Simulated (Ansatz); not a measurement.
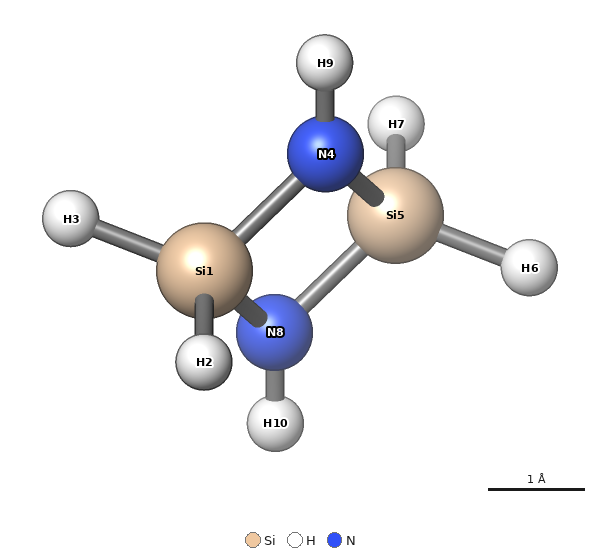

Fig. 1: The structure (ball-and-stick view, seen at a tilt; atoms are numbered from 1 in the order of the input). Bond lengths as drawn: H–N 1.02 Å, H–Si 1.51 Å and N–Si 1.76 Å.

**Mending a single-point calculation on Si₂N₂H₆**

System: Si₂N₂H₆ (cyclo-(H2SiNH)2).
Method of run A: RKS PBE-QIDH/LANL2DZ (Ansatz 0.2.0).

The geometry comes from this level: PBE-D4/def2-SVP. Text and figures count atoms from 1; the logs count them from 0 in places.

### The input, run A
```yaml
crystal:
  periodic: [false, false, false]
  atoms:
    - {symbol: Si, position_ang: [0.911059, 0.891651, -0.088031]}
    - {symbol: H, position_ang: [0.760421, 2.276362, -0.671049]}
    - {symbol: H, position_ang: [2.343665, 0.761806, 0.371111]}
    - {symbol: N, position_ang: [-0.287601, 0.403348, 1.109155]}
    - {symbol: Si, position_ang: [-0.910940, -0.891751, 0.088058]}
    - {symbol: H, position_ang: [-2.343553, -0.761853, -0.371042]}
    - {symbol: H, position_ang: [-0.760363, -2.276465, 0.671091]}
    - {symbol: N, position_ang: [0.287568, -0.403302, -1.109207]}
    - {symbol: H, position_ang: [-0.265199, 0.480738, 2.125000]}
    - {symbol: H, position_ang: [0.264952, -0.480534, -2.125085]}
basis:
  gaussian: {orbitals: LANL2DZ}
hamiltonian: {xc: {name: PBE-QIDH}}
scf: {omitted_lower_state_checks: [starts]}
```

Command:
```bash
ansatz run in.yaml --threads 2 --pin off --events-out ev --progress --plain --max-ram 4352MiB
```

Hardware: 2 threads of Arm Neoverse V2, 23 GiB of memory available, shared host.

### Output (run A)
```
Error: [file] can't be read: No such file or directory (os error 2)
```

What should be changed in this input?

Answer. A setting was made wrong on purpose: basis. The program refused the input: “[file] can't be read: No such file or directory (os error 2)”

A run of the same system that converges differs from this input as follows (lines with − go, lines with + come):
```diff
-  gaussian: {orbitals: LANL2DZ}
+  gaussian: {orbitals: def2-TZVP, initial_orbitals: start.molden}
```

### Output (run B)
```
Functional definition: PBE-QIDH
  parameter a = 3^(-1/3)
  parameter c = 1/3
  exchange = (1 - a)*pbe_x + a*exact_x
  correlation = (1 - c)*pbe_c + c*(mp2_os + mp2_ss)
these checks for a lower state are left out or cut short: starts
1130 factors; integrals over basis functions are off by at most 1.6e-3 eV
mean field evaluation 1: about -18814.6730 eV, gradient 1.8e1 eV
mean field evaluation 2: about -18814.9575 eV, gradient 3.4e-1 eV
mean field evaluation 4: about -18815.1235 eV, gradient 1.9e-3 eV
mean field evaluation 8: about -18815.1235 eV, gradient 2.3e-6 eV
mean field -18815.12348413 eV, -691.4430346932 hartree, gradient 2.5e-6 eV, S^2 0.000000; 0 other end points of the search recorded, 0 dependent functions left out
12 core orbitals not correlated: weight in the atoms' cores, before any rotation towards them, 1.000 or more for the frozen orbitals, at most 0.000 for the correlated occupied ones
reference -18815.12349779 eV, -691.4430351950 hartree; 12, 12 occupied and 148, 148 virtual orbitals, 1130 factors
second order -19.70565598 eV of doubles, -0.00000000 eV of singles
Total energy: -18821.69204978 eV, -691.6844250285 hartree
Checks for a lower state left out: starts
```

### The two runs side by side

| quantity | run A | run B |
| --- | --- | --- |
| outcome | refused | converged |
| total energy (hartree) | – | −691.684425 |
| basis functions | – | 172 |
